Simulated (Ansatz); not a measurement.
# Molecular dynamics of Si$_{2}$H$_{5}$Cl (part 3 of 3)

Continued. System: Si$_{2}$H$_{5}$Cl. Method: RKS PBE0-D4/STO-3G (Ansatz 0.2.0). It belongs to a series of runs on one base structure; here: dynamics from the start.

Geometry of the input (Å):
```
Si 0.0033  0.0352  -0.0138
Cl -0.0761  -0.3976  2.0480
Si 2.1312  0.0009  -0.7443
H  2.7108  -1.3045  -0.5433
H  2.1425  0.3052  -2.1557
H  2.9213  0.9868  -0.0483
H  -0.6243  1.3299  -0.1704
H  -0.8315  -0.9559  -0.6585
```

Log, continued
```
md step   232: t =   116.00 fs  T =   155.7 K  F+E_penalty+E_count = -28031.88875997 eV  E_kin = 0.120767 eV  conserved = -28031.76799261 eV  (15 SCF iters)
md step   233: t =   116.50 fs  T =   159.5 K  F+E_penalty+E_count = -28031.89167220 eV  E_kin = 0.123670 eV  conserved = -28031.76800250 eV  (15 SCF iters)
md step   234: t =   117.00 fs  T =   163.3 K  F+E_penalty+E_count = -28031.89463019 eV  E_kin = 0.126617 eV  conserved = -28031.76801277 eV  (15 SCF iters)
md step   235: t =   117.50 fs  T =   166.9 K  F+E_penalty+E_count = -28031.89746638 eV  E_kin = 0.129444 eV  conserved = -28031.76802261 eV  (15 SCF iters)
md step   236: t =   118.00 fs  T =   170.2 K  F+E_penalty+E_count = -28031.90002022 eV  E_kin = 0.131989 eV  conserved = -28031.76803132 eV  (15 SCF iters)
md step   237: t =   118.50 fs  T =   172.9 K  F+E_penalty+E_count = -28031.90214991 eV  E_kin = 0.134112 eV  conserved = -28031.76803824 eV  (15 SCF iters)
md step   238: t =   119.00 fs  T =   175.0 K  F+E_penalty+E_count = -28031.90374198 eV  E_kin = 0.135699 eV  conserved = -28031.76804291 eV  (15 SCF iters)
md step   239: t =   119.50 fs  T =   176.2 K  F+E_penalty+E_count = -28031.90471800 eV  E_kin = 0.136673 eV  conserved = -28031.76804539 eV  (15 SCF iters)
md step   240: t =   120.00 fs  T =   176.6 K  F+E_penalty+E_count = -28031.90503679 eV  E_kin = 0.136991 eV  conserved = -28031.76804574 eV  (14 SCF iters)
md step   241: t =   120.50 fs  T =   176.2 K  F+E_penalty+E_count = -28031.90469404 eV  E_kin = 0.136650 eV  conserved = -28031.76804446 eV  (15 SCF iters)
md step   242: t =   121.00 fs  T =   174.9 K  F+E_penalty+E_count = -28031.90371788 eV  E_kin = 0.135675 eV  conserved = -28031.76804241 eV  (15 SCF iters)
md step   243: t =   121.50 fs  T =   172.9 K  F+E_penalty+E_count = -28031.90215904 eV  E_kin = 0.134121 eV  conserved = -28031.76803818 eV  (15 SCF iters)
md step   244: t =   122.00 fs  T =   170.3 K  F+E_penalty+E_count = -28031.90008686 eV  E_kin = 0.132053 eV  conserved = -28031.76803353 eV  (14 SCF iters)
md step   245: t =   122.50 fs  T =   167.0 K  F+E_penalty+E_count = -28031.89757491 eV  E_kin = 0.129546 eV  conserved = -28031.76802932 eV  (15 SCF iters)
md step   246: t =   123.00 fs  T =   163.3 K  F+E_penalty+E_count = -28031.89469169 eV  E_kin = 0.126666 eV  conserved = -28031.76802590 eV  (15 SCF iters)
md step   247: t =   123.50 fs  T =   159.2 K  F+E_penalty+E_count = -28031.89149348 eV  E_kin = 0.123470 eV  conserved = -28031.76802353 eV  (15 SCF iters)
md step   248: t =   124.00 fs  T =   154.7 K  F+E_penalty+E_count = -28031.88801991 eV  E_kin = 0.119998 eV  conserved = -28031.76802212 eV  (15 SCF iters)
md step   249: t =   124.50 fs  T =   149.9 K  F+E_penalty+E_count = -28031.88429439 eV  E_kin = 0.116273 eV  conserved = -28031.76802153 eV  (15 SCF iters)
these checks for a lower state are left out or cut short: starts, cluster_reference, orbital_swaps, neighbouring_geometries, increment
402 factors; integrals over basis functions are off by at most 2.2e-5 eV
mean field evaluation 1216: about -28031.7284 eV, gradient 1.6e-1 eV
mean field -28031.72847542 eV, -1030.1470208835 hartree, gradient 5.8e-5 eV, S^2 0.000000; 0 other end points of the search recorded, 0 dependent functions left out
the calculation of the forces begins
reference -28031.72849070 eV, -1030.1470214451 hartree; 25, 25 occupied and 7, 7 virtual orbitals, 402 factors
402 factors; integrals over basis functions are off by at most 2.2e-5 eV
mean field -28031.72847542 eV, -1030.1470208835 hartree, gradient 5.8e-5 eV, S^2 0.000000; 1 other end points of the search recorded, 0 dependent functions left out
the calculation of the forces begins
reference -28031.72849070 eV, -1030.1470214451 hartree; 25, 25 occupied and 7, 7 virtual orbitals, 402 factors
md step   250: t =   125.00 fs  T =   144.8 K  F+E_penalty+E_count = -28031.88032806 eV  E_kin = 0.112307 eV  conserved = -28031.76802117 eV  (19 SCF iters)
```

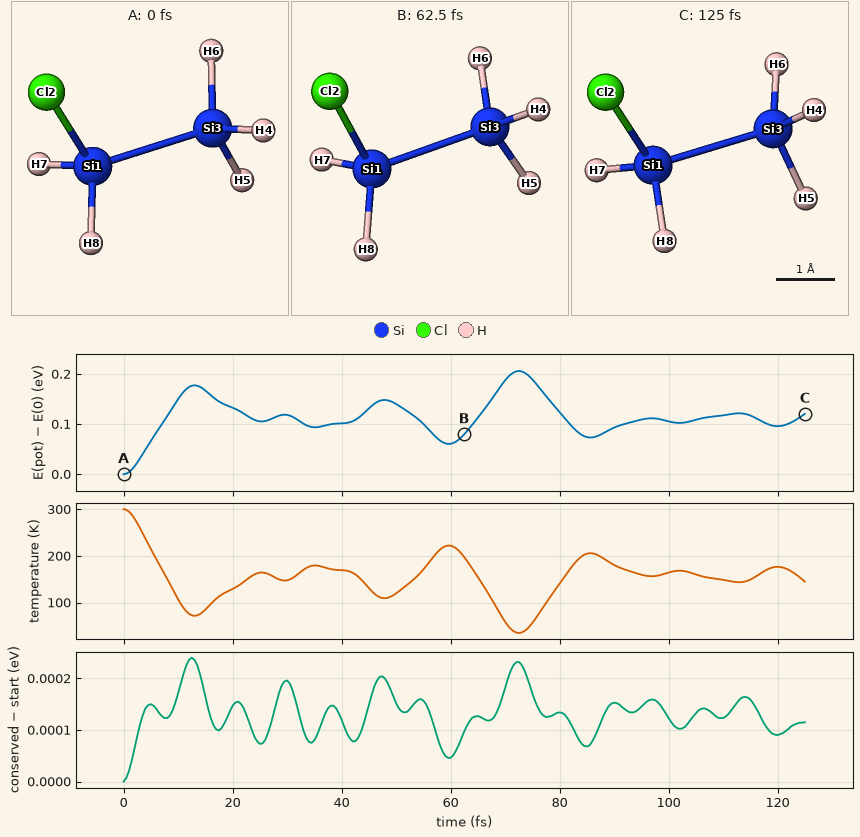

Fig. 1: Frames of the molecular dynamics (ball-and-stick, seen at a tilt) above the curves, on which the letters mark them. The trajectory kept here has 251 frames over 125 fs. The temperature starts at 300 K, ranges from 35 to 300 K and averages 147 K over the second half. The potential energy ends 0.120 eV above its first value. The conserved quantity stays within 0.00024 eV. After an unweighted best fit of the last frame on the first, the root-mean-square displacement is 0.23 Å.

```
Total energy: -28031.88034334 eV, -1030.1526019268 hartree
Atom 0 at     0.026641     0.099610    -0.013898 Å, force     0.091783    -0.045933     0.807614 eV/Å
Atom 1 at    -0.097476    -0.445530     2.066950 Å, force    -0.045737     0.278132    -0.969797 eV/Å
Atom 2 at     2.133761     0.002650    -0.751594 Å, force     0.153738     0.179317    -0.095828 eV/Å
Atom 3 at     2.749727    -1.188986    -0.205078 Å, force     0.020088     0.157689    -0.132146 eV/Å
Atom 4 at     1.971513    -0.140724    -2.191008 Å, force     0.293482     0.068663     0.269983 eV/Å
Atom 5 at     2.929710     1.174881    -0.431498 Å, force    -0.120064    -0.235639    -0.115909 eV/Å
Atom 6 at    -0.688399     1.352918    -0.192473 Å, force     0.137038    -0.140715     0.138140 eV/Å
Atom 7 at    -0.628532    -0.914627    -0.786928 Å, force    -0.530329    -0.261513     0.097943 eV/Å
Dipole moment:     0.152706     0.182772    -0.600587 e Å
```

Trajectory as extended XYZ (Å, eV, eV/Å), 12 of the 251 frames kept, from step=0 to step=250
```
8
Properties=species:S:1:pos:R:3:forces:R:3 step=0 time_fs=0.0 energy=-28032.00080 temperature=300.0
Si    0.0033    0.0352   -0.0138   -0.0199   0.0087   0.0056
Cl   -0.0761   -0.3976    2.0480    0.0021   0.0023  -0.0157
Si    2.1312    0.0009   -0.7443    0.0096  -0.0080  -0.0012
H     2.7108   -1.3045   -0.5433    0.0013   0.0095  -0.0031
H     2.1425    0.3052   -2.1557   -0.0019  -0.0026   0.0085
H     2.9212    0.9868   -0.0483   -0.0065  -0.0066  -0.0029
H    -0.6243    1.3299   -0.1704    0.0040  -0.0106   0.0028
H    -0.8315   -0.9559   -0.6585    0.0114   0.0074   0.0061
8
Properties=species:S:1:pos:R:3:forces:R:3 step=23 time_fs=11.5 energy=-28031.83097 temperature=81.3
Si   -0.0437    0.0628   -0.0480    1.4166  -0.8426   0.5529
Cl   -0.0563   -0.4106    2.0744   -0.2030   0.2142  -1.2800
Si    2.1514    0.0068   -0.7328   -1.3040  -0.5712   0.1142
H     2.6220   -1.3369   -0.4984    0.1392   0.0905   0.1840
H     2.1472    0.1546   -2.1626    0.1198   0.3155  -0.1425
H     2.9659    0.9739   -0.0713    0.2997   0.2781   0.0733
H    -0.6938    1.3406   -0.1827   -0.2483   0.0477  -0.0398
H    -0.6973   -1.0086   -0.8097   -0.2198   0.4678   0.5379
8
Properties=species:S:1:pos:R:3:forces:R:3 step=45 time_fs=22.5 energy=-28031.88308 temperature=148.4
Si   -0.0364    0.0734   -0.0529    0.3790   0.1306   0.9825
Cl   -0.0434   -0.4165    2.0607   -0.1525   0.2441  -1.1556
Si    2.1326    0.0017   -0.7176    0.2056   0.2265  -0.1510
H     2.6047   -1.3212   -0.3708    0.0048   0.1031  -0.0595
H     2.2049    0.1491   -2.1639   -0.0862  -0.0423   0.2866
H     3.0427    0.9826   -0.1303   -0.4960  -0.2367  -0.0612
H    -0.8232    1.2920   -0.2011    0.3581  -0.1099   0.0961
H    -0.7516   -0.9522   -0.7600   -0.2128  -0.3154   0.0621
8
Properties=species:S:1:pos:R:3:forces:R:3 step=68 time_fs=34.0 energy=-28031.90527 temperature=176.9
Si   -0.0146    0.0743   -0.0239   -0.7717  -0.0445  -0.0927
Cl   -0.0349   -0.4147    2.0106    0.0038   0.0452   0.4723
Si    2.1096   -0.0039   -0.7053    0.4768   0.1807  -0.0308
H     2.6074   -1.2770   -0.2631    0.0904  -0.1933  -0.1503
H     2.2240    0.1371   -2.1305   -0.1217  -0.1721  -0.2095
H     2.9733    1.0030   -0.1437   -0.1997   0.1416   0.1918
H    -0.8131    1.2718   -0.1781    0.3492   0.2381   0.0507
H    -0.8469   -0.9510   -0.6050    0.1729  -0.1956  -0.2315
8
Properties=species:S:1:pos:R:3:forces:R:3 step=91 time_fs=45.5 energy=-28031.86471 temperature=124.7
Si   -0.0208    0.0703   -0.0028   -0.1714  -0.4896  -1.5099
Cl   -0.0268   -0.4116    1.9776   -0.0116  -0.2282   1.9115
Si    2.1054   -0.0061   -0.6970   -0.2686  -0.4947   0.0214
H     2.6458   -1.2710   -0.2544    0.1189   0.1299  -0.0320
H     2.1768    0.0416   -2.1339    0.0876   0.1655  -0.0773
H     2.7928    1.0810   -0.0730    0.3569   0.2362  -0.0365
H    -0.6244    1.3719   -0.1304   -0.2384   0.0676  -0.1026
H    -0.8440   -1.0068   -0.5587    0.1266   0.6134  -0.1746
8
Properties=species:S:1:pos:R:3:forces:R:3 step=114 time_fs=57.0 energy=-28031.92335 temperature=200.3
Si   -0.0312    0.0636   -0.0329    0.3745   0.2847  -0.0522
Cl   -0.0197   -0.4152    2.0030   -0.2064  -0.0947   0.4322
Si    2.0996   -0.0153   -0.6881    0.3309   0.1648  -0.2495
H     2.7623   -1.2288   -0.2576   -0.0693   0.1814   0.0581
H     2.1672    0.0259   -2.1406    0.0607   0.1577   0.2948
H     2.7150    1.1628   -0.0875    0.0917  -0.4006  -0.3292
H    -0.5122    1.4310   -0.1294   -0.2408  -0.2608  -0.0505
H    -0.8839   -0.8880   -0.6884   -0.3412  -0.0324  -0.1038
8
Properties=species:S:1:pos:R:3:forces:R:3 step=136 time_fs=68.0 energy=-28031.84399 temperature=98.0
Si   -0.0338    0.0585   -0.0701   -0.3566   0.2764   1.1296
Cl   -0.0194   -0.4219    2.0432   -0.3000   0.1048  -1.1147
Si    2.1012   -0.0233   -0.6872    0.5420   0.5533  -0.3437
H     2.8574   -1.1458   -0.2196   -0.0843  -0.3587   0.0600
H     2.1943    0.0872   -2.1133   -0.0464  -0.2364  -0.3204
H     2.7559    1.1633   -0.2038   -0.0378   0.0765   0.2207
H    -0.5451    1.4125   -0.1541    0.1381  -0.0080   0.1263
H    -1.0068   -0.7148   -0.8119    0.1451  -0.4079   0.2423
8
Properties=species:S:1:pos:R:3:forces:R:3 step=159 time_fs=79.5 energy=-28031.87066 temperature=132.4
Si   -0.0467    0.0604   -0.0645    0.1362  -0.2811   0.8084
Cl   -0.0293   -0.4257    2.0502   -0.2554   0.1061  -1.1468
Si    2.1275   -0.0145   -0.7041   -0.2187  -0.1993  -0.2009
H     2.8511   -1.1577   -0.1828   -0.2326   0.0638  -0.1388
H     2.1995    0.0261   -2.1462    0.0180  -0.1589   0.0093
H     2.7755    1.1705   -0.2295    0.0774   0.2537   0.1783
H    -0.5343    1.4124   -0.1179   -0.0510   0.2471   0.0431
H    -1.0474   -0.7318   -0.7932    0.5261  -0.0314   0.4474
8
Properties=species:S:1:pos:R:3:forces:R:3 step=182 time_fs=91.0 energy=-28031.90373 temperature=175.0
Si   -0.0445    0.0676   -0.0185    1.3392   0.4302  -0.0909
Cl   -0.0479   -0.4264    2.0205   -0.0500  -0.0854   0.3112
Si    2.1455   -0.0010   -0.7281   -0.8974  -0.2394   0.2408
H     2.7541   -1.1980   -0.1867    0.0700   0.2190   0.0265
H     2.2127   -0.1177   -2.1766    0.0358   0.2960   0.2756
H     2.7836    1.1999   -0.2059    0.0297  -0.3415  -0.3279
H    -0.5249    1.4381   -0.0585   -0.2533  -0.2514  -0.1619
H    -0.9360   -0.8791   -0.6252   -0.2739  -0.0276  -0.2734
8
Properties=species:S:1:pos:R:3:forces:R:3 step=205 time_fs=102.5 energy=-28031.89833 temperature=168.0
Si    0.0019    0.0811    0.0178   -0.2424   0.3338  -1.1957
Cl   -0.0683   -0.4299    2.0017    0.1373  -0.1904   1.5380
Si    2.1239   -0.0004   -0.7403   -0.0349   0.1647   0.3264
H     2.7118   -1.1693   -0.1637    0.2307  -0.2494   0.1347
H     2.2372   -0.1192   -2.1644   -0.1864   0.0668  -0.2764
H     2.8606    1.1608   -0.3030   -0.0185  -0.0028  -0.0245
H    -0.6561    1.3767   -0.0863    0.1498  -0.2122  -0.0826
H    -0.8494   -0.9405   -0.5417   -0.0356   0.0894  -0.4200
8
Properties=species:S:1:pos:R:3:forces:R:3 step=227 time_fs=113.5 energy=-28031.87960 temperature=143.9
Si    0.0383    0.0984    0.0091   -1.4118  -0.8650  -0.4321
Cl   -0.0840   -0.4385    2.0277    0.0933   0.0611   0.3610
Si    2.1067   -0.0027   -0.7434    1.2217  -0.0934  -0.1837
H     2.7363   -1.1580   -0.1318   -0.1286   0.0592  -0.2768
H     2.1564   -0.0755   -2.1868   -0.2095  -0.2336   0.0763
H     2.9248    1.1243   -0.4099   -0.0202   0.3335   0.2421
H    -0.7423    1.2884   -0.1614    0.1394   0.5346   0.0640
H    -0.7628   -0.9267   -0.6614    0.3157   0.2037   0.1491
8
Properties=species:S:1:pos:R:3:forces:R:3 step=250 time_fs=125.0 energy=-28031.88033 temperature=144.8
Si    0.0266    0.0996   -0.0139    0.0918  -0.0459   0.8076
Cl   -0.0975   -0.4455    2.0670   -0.0457   0.2781  -0.9698
Si    2.1338    0.0026   -0.7516    0.1537   0.1793  -0.0958
H     2.7497   -1.1890   -0.2051    0.0201   0.1577  -0.1321
H     1.9715   -0.1407   -2.1910    0.2935   0.0687   0.2700
H     2.9297    1.1749   -0.4315   -0.1201  -0.2356  -0.1159
H    -0.6884    1.3529   -0.1925    0.1370  -0.1407   0.1381
H    -0.6285   -0.9146   -0.7869   -0.5303  -0.2615   0.0979
```
